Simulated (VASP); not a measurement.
Band structure of AgPd (space group R-3m). Calculation: LDA (Ceperley-Alder, Perdew-Zunger), VASP's LDA PAW potentials (set 64) (plane waves; VASP 6.6.1).

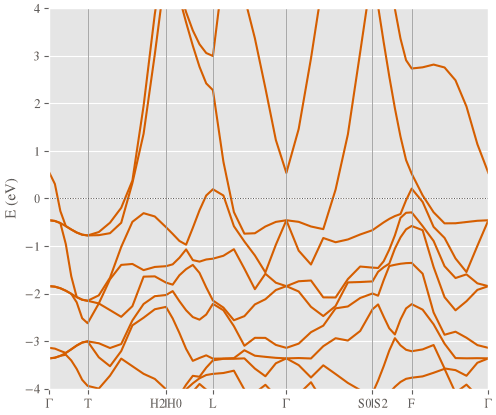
*Bands along high-symmetry lines, zero at the valence-band maximum or, without a gap, the Fermi level*

Question: Read the plot: is there a gap, and where are the band edges?

Answer: It has no gap at this level: it comes out as a metal or semimetal.

The structure comes from a computed database's AgPd entry (R-3m); how it stands against other phases isn't given here. The cell was not relaxed at this level. The electron count is odd and the run is not spin-polarised, which forces a metal.
